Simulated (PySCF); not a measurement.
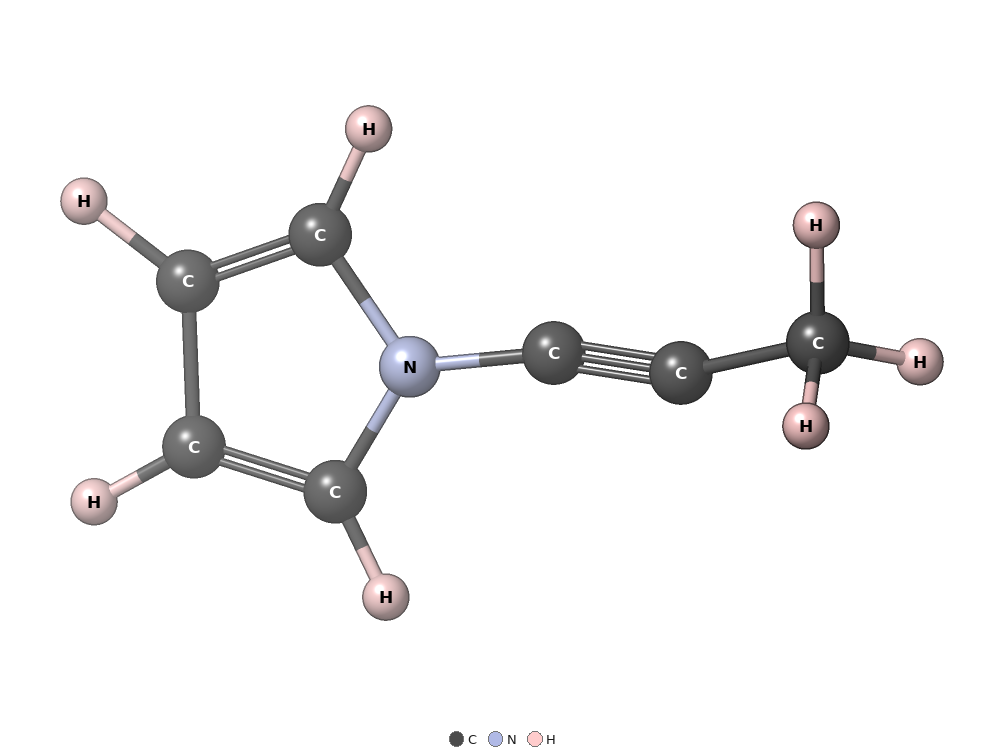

Orthographic view. Distant atoms are faded towards the background colour. Geometry: a frame of a GFN2-xTB molecular-dynamics simulation, not a minimum.

Write the InChI string.

Answer. InChI=1S/C7H7N/c1-2-5-8-6-3-4-7-8/h3-4,6-7H,1H3
